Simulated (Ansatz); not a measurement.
**CH5AlOSi (SMILES [CH2]1O[SiH2][AlH]1): PBE/def2-SVP**

Aim: the vertical ionisation energy of CH5AlOSi at PBE/def2-SVP, from 2 runs. 

Program for the calculation: Ansatz 0.2.0.

118 further runs of the same task are left out: 1 that didn't finish, 117 set aside as unsound or not needed.

### 1 The structure to begin with

The species is CH5AlOSi (9 atoms), meant as a singlet with charge 0. SMILES: `[CH2]1O[SiH2][AlH]1`. The coordinates come from a PBE0-D4/def2-TZVP relaxation.

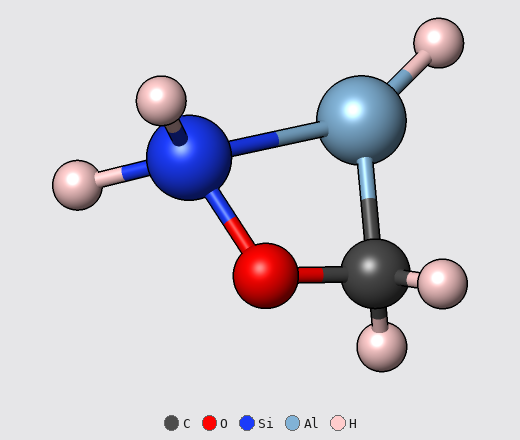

The structure, seen from a chosen angle (carbon dark grey, oxygen red, silicon blue, aluminium light blue, hydrogen pink).

### 2 The energy at PBE/def2-SVP

run.yaml

```yaml
crystal:
  periodic: [false, false, false]
  atoms:
    - {symbol: C, position_ang: [-0.309900, 1.022500, -0.653500]}
    - {symbol: O, position_ang: [0.621100, -0.021300, -1.022900]}
    - {symbol: Si, position_ang: [0.767800, -1.223900, 0.135800]}
    - {symbol: Al, position_ang: [-0.858800, 0.279300, 1.121100]}
    - {symbol: H, position_ang: [-1.090200, 1.097600, -1.420100]}
    - {symbol: H, position_ang: [0.213300, 1.986000, -0.643000]}
    - {symbol: H, position_ang: [2.177700, -1.338300, 0.615000]}
    - {symbol: H, position_ang: [0.422400, -2.560600, -0.433300]}
    - {symbol: H, position_ang: [-1.855100, 0.712400, 2.283700]}
basis:
  gaussian:
    orbitals: def2-SVP
hamiltonian:
  xc: pbe
accuracy: high
output: {orbitals: {seedname: orbitals}}
```

On the command line:

```
$ ansatz run run.yaml --threads 1 --pin off --max-ram 3480MiB --events-out events.jsonl --progress --plain --runs-dir runs
```

The log of the run:

```text
Warning: RAYON_NUM_THREADS=1 ignored (pool sized by the plan → 1); use --threads N
Functional definition: PBE
  name "PBE"
  parameter kappa = 0.804
  parameter beta = 0.06672455060314922
  exchange = pbe_x(kappa = kappa, mu = beta*pi^2/3)
  correlation = pbe_c(beta = beta)
1975 factors; integrals over basis functions are off by at most 3.9e-9 eV
mean field evaluation 1: about -17612.5811 eV, gradient 5.7e1 eV
mean field evaluation 2: about -17489.1661 eV, gradient 2.0e2 eV
mean field evaluation 4: about -17619.7881 eV, gradient 2.1e1 eV
mean field evaluation 8: about -17620.6647 eV, gradient 3.9e-1 eV
mean field evaluation 16: about -17620.6653 eV, gradient 2.3e-5 eV
mean field -17620.66532038 eV, -647.5475068081 hartree, gradient 2.8e-8 eV, S^2 0.000000; 0 other end points of the search recorded, 0 dependent functions left out
reference -17620.66532423 eV, -647.5475069496 hartree; 23, 23 occupied and 66, 66 virtual orbitals, 1975 factors
Total energy: -17620.66532423 eV, -647.5475069496 hartree
```

It took 3.9 s on 1 thread of Intel Xeon 6975P-C (Granite Rapids), shared host; peak memory 0.25 GiB.

### 3 The doublet cation

input.yaml

```yaml
crystal:
  periodic: [false, false, false]
  atoms:
    - {symbol: C, position_ang: [-0.309900, 1.022500, -0.653500]}
    - {symbol: O, position_ang: [0.621100, -0.021300, -1.022900]}
    - {symbol: Si, position_ang: [0.767800, -1.223900, 0.135800]}
    - {symbol: Al, position_ang: [-0.858800, 0.279300, 1.121100]}
    - {symbol: H, position_ang: [-1.090200, 1.097600, -1.420100]}
    - {symbol: H, position_ang: [0.213300, 1.986000, -0.643000]}
    - {symbol: H, position_ang: [2.177700, -1.338300, 0.615000]}
    - {symbol: H, position_ang: [0.422400, -2.560600, -0.433300]}
    - {symbol: H, position_ang: [-1.855100, 0.712400, 2.283700]}
basis:
  gaussian: {orbitals: def2-SVP}
total_charge: 1
magnetization: {spin_polarized: true, initial_magnetization: 1}
hamiltonian: {xc: {name: PBE}}
accuracy: high
output: {orbitals: {seedname: orbitals}}
```

On the command line:

```
$ ansatz run input.yaml --threads 1 --pin off --max-ram 3480MiB --events-out events.jsonl --progress --plain --runs-dir runs
```

The log of the run, cut to the lines that bear on the results:

```text
Warning: RAYON_NUM_THREADS=1 ignored (pool sized by the plan → 1); use --threads N
[... 6 set-up lines as earlier in the session ...]
1974 factors; integrals over basis functions are off by at most 4.0e-9 eV
mean field evaluation 1: about -17591.9777 eV, gradient 6.4e1 eV
mean field evaluation 2: about -17304.2328 eV, gradient 1.7e2 eV
mean field evaluation 4: about -17597.5558 eV, gradient 5.8e1 eV
mean field evaluation 8: about -17611.1732 eV, gradient 7.9e0 eV
mean field evaluation 16: about -17611.6559 eV, gradient 4.9e0 eV
mean field evaluation 32: about -17611.7792 eV, gradient 8.1e-1 eV
mean field evaluation 64: about -17611.6225 eV, gradient 3.1e0 eV
mean field -17611.80135730 eV, -647.2217621730 hartree, gradient 9.8e-8 eV, S^2 0.752080; 6 other end points of the search recorded, 0 dependent functions left out
reference -17611.80136125 eV, -647.2217623183 hartree; 23, 22 occupied and 66, 67 virtual orbitals, 1974 factors
Total energy: -17611.80136125 eV, -647.2217623183 hartree
```

It took 23 s on 1 thread of Intel Xeon 6975P-C (Granite Rapids), shared host; peak memory 0.32 GiB.

### 4 Results

At PBE/def2-SVP:

| quantity | value |
| --- | --- |
| singlet CH5AlOSi: total energy | -647.54751 Eh |
| singlet CH5AlOSi: HOMO energy | -5.91 eV |
| singlet CH5AlOSi: LUMO energy | -2.71 eV |
| singlet CH5AlOSi: HOMO–LUMO gap | 3.20 eV |
| doublet cation: total energy | -647.22176 Eh |
| doublet cation: HOMO energy (highest over α and β) | -11.62 eV |
| doublet cation: ⟨S²⟩ | 0.752 |
| vertical ionisation energy (to the doublet cation) | 8.864 eV |

In words: The vertical ionisation energy comes to 8.86 eV (855 kJ/mol). The negative HOMO energy of the first species, 5.91 eV, lies 2.95 eV below that difference.
